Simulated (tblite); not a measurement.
# Geometry relaxation, with input and output: C4H12FPSi (part 4 of 4)

C4H12FPSi; GFN2-xTB geometry optimisation, gas phase (tblite 0.8.0). It belongs to a series of runs on one base structure; here: terminal Si group replaced by H.

Geometry of the input (Å):
```
C  -1.0847  -1.5909  0.0906
C  -1.0206  -0.5074  -0.9317
C  -0.3786  0.7647  -0.5455
C  -1.0303  1.5192  0.5857
F  -0.2477  2.6672  0.7407
Si 1.4360  0.7195  -0.2385
P  2.2095  -1.2043  0.4296
H  -1.2019  -1.2596  1.1482
H  -0.2127  -2.2711  0.0377
H  -1.9700  -2.2509  -0.1818
H  -2.0714  -0.2782  -1.2589
H  -0.5565  -0.9504  -1.8477
H  -0.5136  1.4621  -1.4233
H  -2.0292  1.8914  0.3650
H  -0.9544  0.9971  1.5671
H  2.1344  1.2403  -1.4203
H  1.7642  1.7016  0.8456
H  2.0636  -1.4275  1.8575
H  3.6540  -1.2136  0.1726
```

Trajectory as extended XYZ, continued
```
19
Properties=species:S:1:pos:R:3:forces:R:3 step=168 energy=-643.84058
C    -1.1612   -1.6257   -0.3425   -0.0180   0.0510  -0.0260
C    -1.2412   -0.2847   -1.0631   -0.0010   0.0150  -0.0160
C    -0.3342    0.8028   -0.4869   -0.0050  -0.0090   0.0280
C    -0.7687    1.1896    0.9159    0.0270  -0.0120  -0.0090
F     0.0640    2.1698    1.4104   -0.0120   0.0380  -0.0080
Si    1.5405    0.3936   -0.5153    0.0020  -0.0520   0.0160
P     2.1159   -0.8765    1.2429    0.0150   0.0700  -0.0260
H    -1.5171   -1.5514    0.6813   -0.0240   0.0140   0.0110
H    -0.1358   -1.9868   -0.3221    0.0390  -0.0270  -0.0130
H    -1.7760   -2.3588   -0.8605    0.0140  -0.0050   0.0110
H    -2.2760    0.0731   -1.0508   -0.0040  -0.0290   0.0170
H    -0.9624   -0.4333   -2.1076    0.0050  -0.0010  -0.0330
H    -0.4501    1.6917   -1.1176   -0.0640  -0.0210   0.0380
H    -1.7850    1.5971    0.9348   -0.0220   0.0170   0.0400
H    -0.6897    0.3493    1.6148   -0.0190   0.0000  -0.0280
H     1.8057   -0.3729   -1.7407    0.0370   0.0020   0.0330
H     2.2447    1.6781   -0.5761    0.0500  -0.0020  -0.0070
H     1.8594    0.0903    2.2007    0.0290  -0.0100  -0.0390
H     3.4575   -0.5362    1.1749   -0.0490  -0.0380   0.0130
19
Properties=species:S:1:pos:R:3:forces:R:3 step=173 energy=-643.84539
C    -1.1477   -1.6287   -0.3742    0.0160  -0.0760   0.0120
C    -1.2489   -0.2764   -1.0647   -0.0050  -0.0220   0.0010
C    -0.3401    0.8034   -0.4794   -0.0320   0.0430   0.0080
C    -0.7693    1.1887    0.9251   -0.0310   0.0270   0.0080
F     0.0762    2.1540    1.4302    0.0200  -0.0350  -0.0180
Si    1.5311    0.3720   -0.5073   -0.0230   0.0930  -0.0020
P     2.0859   -0.8291    1.2969    0.0000  -0.0090   0.0320
H    -1.4852   -1.5808    0.6578   -0.0040   0.0300   0.0050
H    -0.1194   -1.9867   -0.3817   -0.0070  -0.0120  -0.0030
H    -1.7689   -2.3562   -0.8937    0.0210   0.0040   0.0050
H    -2.2875    0.0644   -1.0279   -0.0240   0.0320   0.0020
H    -0.9836   -0.4025   -2.1159   -0.0010   0.0130  -0.0290
H    -0.4645    1.6951   -1.1013    0.0140   0.0230  -0.0190
H    -1.7753    1.6224    0.9542   -0.0310  -0.0420  -0.0120
H    -0.7111    0.3367    1.6096    0.0160   0.0070   0.0490
H     1.7922   -0.4365   -1.7038    0.0340  -0.0090   0.0020
H     2.2548    1.6463   -0.6052    0.0230  -0.0310  -0.0230
H     1.9098    0.2001    2.2068    0.0510  -0.0230  -0.0520
H     3.4417   -0.5773    1.1671   -0.0380  -0.0130   0.0340
19
Properties=species:S:1:pos:R:3:forces:R:3 step=178 energy=-643.85037
C    -1.1401   -1.6336   -0.3820   -0.0100   0.0370  -0.0110
C    -1.2518   -0.2792   -1.0704    0.0040   0.0330  -0.0110
C    -0.3525    0.8083   -0.4797    0.0250  -0.0200  -0.0230
C    -0.7759    1.1813    0.9297   -0.0080  -0.0190   0.0040
F     0.0878    2.1289    1.4357   -0.0140   0.0280   0.0100
Si    1.5241    0.3902   -0.4981   -0.0100  -0.0180  -0.0330
P     2.0437   -0.8029    1.3240   -0.0080   0.0220   0.0010
H    -1.4827   -1.5764    0.6478    0.0210  -0.0280   0.0120
H    -0.1109   -1.9869   -0.3897    0.0040   0.0030   0.0160
H    -1.7558   -2.3642   -0.9009   -0.0130  -0.0150  -0.0080
H    -2.2927    0.0574   -1.0290   -0.0050  -0.0020   0.0000
H    -0.9890   -0.3940   -2.1245    0.0040  -0.0050   0.0080
H    -0.4817    1.7028   -1.0977    0.0030   0.0010  -0.0020
H    -1.7785    1.6217    0.9673   -0.0140  -0.0130   0.0020
H    -0.7200    0.3237    1.6088    0.0070   0.0120   0.0130
H     1.8133   -0.4312   -1.6805   -0.0020   0.0000  -0.0020
H     2.2632    1.6526   -0.6071    0.0060   0.0090  -0.0050
H     1.9790    0.2770    2.1838    0.0310  -0.0180   0.0260
H     3.4107   -0.6665    1.1551   -0.0190  -0.0080   0.0060
19
Properties=species:S:1:pos:R:3:forces:R:3 step=183 energy=-643.85215
C    -1.1363   -1.6288   -0.3890    0.0190  -0.0280  -0.0010
C    -1.2532   -0.2729   -1.0739   -0.0040  -0.0100   0.0100
C    -0.3558    0.8135   -0.4798    0.0020  -0.0060   0.0020
C    -0.7898    1.1781    0.9300    0.0200  -0.0110  -0.0030
F     0.0722    2.1179    1.4532   -0.0070   0.0290   0.0020
Si    1.5199    0.3912   -0.4935    0.0060   0.0250   0.0030
P     2.0205   -0.7773    1.3498    0.0310   0.0070   0.0190
H    -1.4684   -1.5824    0.6448   -0.0220   0.0080  -0.0020
H    -0.1052   -1.9775   -0.3979    0.0090  -0.0040  -0.0200
H    -1.7499   -2.3640   -0.9066    0.0060   0.0250   0.0030
H    -2.2947    0.0598   -1.0296   -0.0150   0.0070  -0.0070
H    -0.9902   -0.3849   -2.1277   -0.0010  -0.0080  -0.0050
H    -0.4836    1.7089   -1.0968    0.0050   0.0020   0.0120
H    -1.7910    1.6212    0.9649   -0.0200  -0.0040  -0.0180
H    -0.7446    0.3149    1.6026    0.0270   0.0060   0.0140
H     1.8169   -0.4405   -1.6667   -0.0120  -0.0020   0.0000
H     2.2677    1.6493   -0.6092   -0.0110  -0.0060  -0.0100
H     2.0675    0.3245    2.1829   -0.0050  -0.0130   0.0090
H     3.3881   -0.7417    1.1350   -0.0280  -0.0160  -0.0070
19
Properties=species:S:1:pos:R:3:forces:R:3 step=188 energy=-643.85338
C    -1.1348   -1.6303   -0.3962   -0.0150   0.0090  -0.0040
C    -1.2528   -0.2709   -1.0725    0.0100   0.0150  -0.0080
C    -0.3542    0.8121   -0.4742    0.0050   0.0100   0.0010
C    -0.7878    1.1736    0.9361   -0.0110   0.0190  -0.0110
F     0.0631    2.1256    1.4555   -0.0040   0.0240  -0.0050
Si    1.5209    0.3914   -0.4931   -0.0110  -0.0160   0.0020
P     2.0108   -0.7568    1.3652    0.0040  -0.0290   0.0130
H    -1.4697   -1.5895    0.6368    0.0160   0.0020   0.0100
H    -0.1047   -1.9807   -0.4139    0.0010  -0.0080   0.0090
H    -1.7539   -2.3551   -0.9190   -0.0040  -0.0340  -0.0140
H    -2.2952    0.0604   -1.0288    0.0020   0.0100   0.0050
H    -0.9894   -0.3786   -2.1266    0.0010  -0.0010  -0.0150
H    -0.4811    1.7111   -1.0858   -0.0070   0.0050  -0.0030
H    -1.7944    1.6063    0.9666   -0.0060  -0.0170   0.0070
H    -0.7317    0.3143    1.6122    0.0170  -0.0070   0.0130
H     1.8078   -0.4520   -1.6605   -0.0050  -0.0120   0.0080
H     2.2703    1.6433   -0.6373    0.0080   0.0280   0.0030
H     2.0911    0.3506    2.1878    0.0040   0.0020  -0.0040
H     3.3759   -0.7654    1.1403   -0.0050   0.0000  -0.0060
19
Properties=species:S:1:pos:R:3:forces:R:3 step=193 energy=-643.85520
C    -1.1377   -1.6222   -0.3923    0.0140  -0.0250  -0.0060
C    -1.2456   -0.2677   -1.0819   -0.0080  -0.0200   0.0040
C    -0.3578    0.8188   -0.4718    0.0040  -0.0210  -0.0120
C    -0.7953    1.1732    0.9401    0.0110  -0.0100   0.0000
F     0.0210    2.1644    1.4410   -0.0010   0.0180  -0.0070
Si    1.5173    0.3972   -0.4857   -0.0120   0.0200  -0.0160
P     1.9992   -0.7587    1.3699   -0.0240  -0.0300   0.0080
H    -1.4764   -1.5726    0.6394   -0.0080   0.0050  -0.0120
H    -0.1073   -1.9742   -0.3986   -0.0030   0.0070   0.0080
H    -1.7488   -2.3567   -0.9135   -0.0090   0.0210   0.0070
H    -2.2884    0.0659   -1.0607    0.0100  -0.0100   0.0090
H    -0.9631   -0.3897   -2.1309   -0.0030   0.0440   0.0270
H    -0.4912    1.7218   -1.0771    0.0170  -0.0150   0.0010
H    -1.8179    1.5650    0.9749   -0.0200  -0.0120   0.0070
H    -0.6970    0.3252    1.6282    0.0030   0.0120  -0.0320
H     1.8072   -0.4515   -1.6480   -0.0040  -0.0130  -0.0060
H     2.2676    1.6490   -0.6355    0.0070   0.0080   0.0150
H     2.1493    0.3478    2.1815   -0.0080   0.0300   0.0190
H     3.3551   -0.8257    1.1135    0.0360  -0.0080  -0.0150
19
Properties=species:S:1:pos:R:3:forces:R:3 step=198 energy=-643.85655
C    -1.1380   -1.6222   -0.3948   -0.0060   0.0080  -0.0100
C    -1.2464   -0.2654   -1.0784    0.0010   0.0160  -0.0050
C    -0.3546    0.8178   -0.4703    0.0020   0.0170   0.0080
C    -0.7948    1.1759    0.9386   -0.0050   0.0010   0.0090
F    -0.0087    2.1971    1.4272   -0.0030   0.0020  -0.0150
Si    1.5183    0.3925   -0.4830    0.0110  -0.0100  -0.0060
P     2.0038   -0.7649    1.3735   -0.0130   0.0030  -0.0170
H    -1.4799   -1.5734    0.6357    0.0060  -0.0010   0.0020
H    -0.1072   -1.9718   -0.4015   -0.0040  -0.0140   0.0110
H    -1.7511   -2.3524   -0.9185    0.0000  -0.0020  -0.0030
H    -2.2881    0.0698   -1.0516   -0.0060  -0.0060   0.0120
H    -0.9673   -0.3744   -2.1283   -0.0030  -0.0140  -0.0140
H    -0.4852    1.7190   -1.0776    0.0100   0.0090  -0.0100
H    -1.8306    1.5329    0.9758   -0.0010  -0.0030   0.0030
H    -0.6654    0.3364    1.6300   -0.0030  -0.0140   0.0210
H     1.8002   -0.4625   -1.6425    0.0040  -0.0130  -0.0120
H     2.2769    1.6388   -0.6386    0.0000   0.0080   0.0180
H     2.1477    0.3443    2.1854    0.0070   0.0070   0.0030
H     3.3607   -0.8284    1.1114    0.0020   0.0050   0.0050
19
Properties=species:S:1:pos:R:3:forces:R:3 step=203 energy=-643.85693
C    -1.1404   -1.6198   -0.3929   -0.0020   0.0030   0.0070
C    -1.2448   -0.2640   -1.0802    0.0020  -0.0070   0.0010
C    -0.3524    0.8187   -0.4712   -0.0010  -0.0080  -0.0020
C    -0.7932    1.1732    0.9392    0.0000   0.0040  -0.0090
F    -0.0192    2.2072    1.4190    0.0030   0.0000   0.0080
Si    1.5213    0.3925   -0.4873   -0.0060  -0.0060   0.0020
P     2.0050   -0.7685    1.3668   -0.0020   0.0040   0.0020
H    -1.4830   -1.5672    0.6373   -0.0040   0.0030   0.0000
H    -0.1114   -1.9753   -0.3940   -0.0040   0.0010  -0.0090
H    -1.7557   -2.3495   -0.9149    0.0020  -0.0030  -0.0050
H    -2.2868    0.0710   -1.0530    0.0070   0.0010   0.0030
H    -0.9660   -0.3772   -2.1302   -0.0040  -0.0010   0.0040
H    -0.4816    1.7210   -1.0779   -0.0020  -0.0010   0.0090
H    -1.8335    1.5167    0.9795    0.0010  -0.0050  -0.0040
H    -0.6515    0.3372    1.6340    0.0040   0.0090  -0.0020
H     1.8019   -0.4628   -1.6471    0.0050  -0.0010  -0.0090
H     2.2799    1.6401   -0.6334   -0.0010   0.0020   0.0070
H     2.1375    0.3384    2.1845    0.0040   0.0000  -0.0040
H     3.3642   -0.8225    1.1144   -0.0030   0.0040   0.0010
19
Properties=species:S:1:pos:R:3:forces:R:3 step=208 energy=-643.85704
C    -1.1412   -1.6203   -0.3931    0.0020  -0.0020  -0.0010
C    -1.2458   -0.2644   -1.0796    0.0000   0.0020   0.0010
C    -0.3515    0.8176   -0.4722    0.0000   0.0010   0.0010
C    -0.7908    1.1730    0.9382    0.0000  -0.0040   0.0040
F    -0.0216    2.2115    1.4163   -0.0030   0.0010  -0.0050
Si    1.5218    0.3917   -0.4886    0.0010  -0.0020   0.0010
P     2.0019   -0.7674    1.3675    0.0070   0.0000   0.0070
H    -1.4837   -1.5678    0.6372   -0.0010  -0.0020  -0.0040
H    -0.1120   -1.9747   -0.3957    0.0000  -0.0010   0.0000
H    -1.7551   -2.3506   -0.9164   -0.0020   0.0050   0.0030
H    -2.2871    0.0722   -1.0492   -0.0010   0.0000  -0.0010
H    -0.9705   -0.3778   -2.1305    0.0010   0.0020   0.0010
H    -0.4813    1.7208   -1.0773   -0.0010  -0.0020  -0.0030
H    -1.8333    1.5096    0.9794    0.0010   0.0050  -0.0010
H    -0.6431    0.3396    1.6344    0.0000  -0.0030   0.0030
H     1.8054   -0.4614   -1.6494    0.0030   0.0000  -0.0050
H     2.2804    1.6399   -0.6289   -0.0010   0.0020   0.0020
H     2.1364    0.3407    2.1834   -0.0010   0.0000  -0.0040
H     3.3615   -0.8229    1.1171   -0.0040   0.0000  -0.0010
```

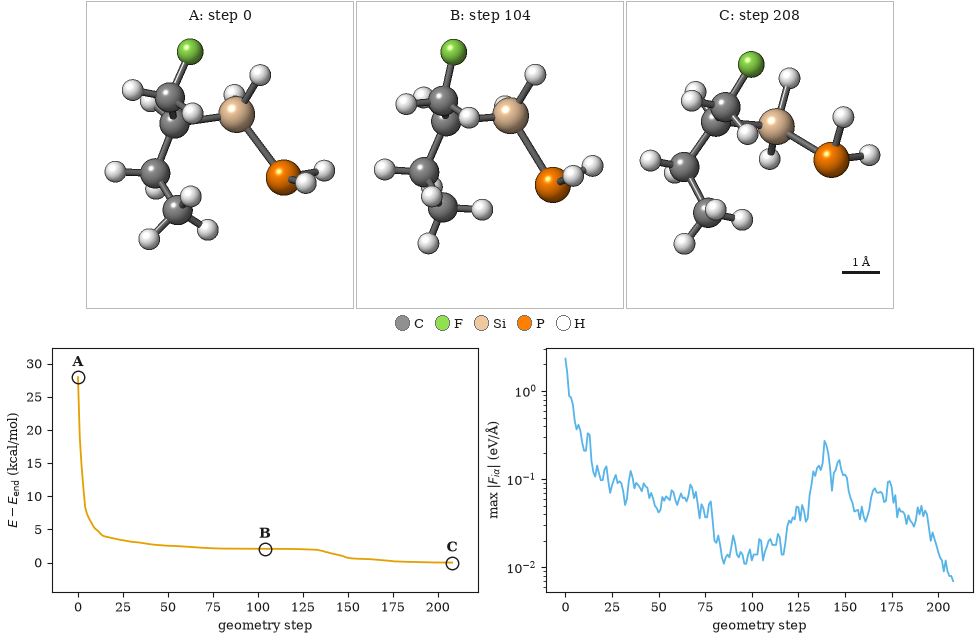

*Frames of the relaxation (ball-and-stick view, seen at a tilt) above the curves, on which the letters mark them (steps are counted from 0).*

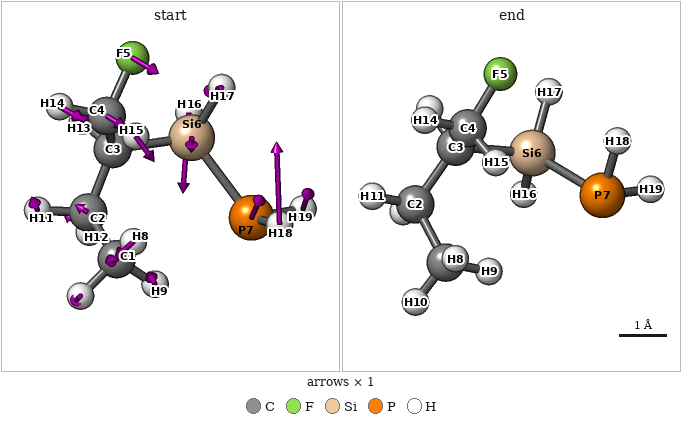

*Before (left) and after (right) the relaxation, at one scale (ball-and-stick view, seen at a tilt). The pink arrows give the displacements, at true length.*

Over 208 geometry steps the energy falls by 28.0 kcal/mol. Largest force component: 2.3 eV/Å at the start, 0.007 eV/Å at the end. The largest move after the best rigid fit is that of H18, 1.84 Å. Largest moves by element: H 1.84 Å, P 1.06 Å, F 0.81 Å, C 0.53 Å, Si 0.44 Å. Among the contacts that change: P7–H19 1.467 → 1.384 Å, C3–Si6 1.841 → 1.921 Å, P7–H18 1.453 → 1.383 Å, Si6–P7 2.178 → 2.240 Å. Among the angles that change: Si6–P7–H18 113.7° → 95.5°, H18–P7–H19 105.7° → 92.5°, Si6–P7–H19 107.5° → 94.7°. (Atoms are counted from 1 in the order of the input.)

Results in brief

```tsv
quantity	value
outcome	converged
total energy	−643.8570 eV
wall time	2.9 s
peak memory	0.18 GiB
```
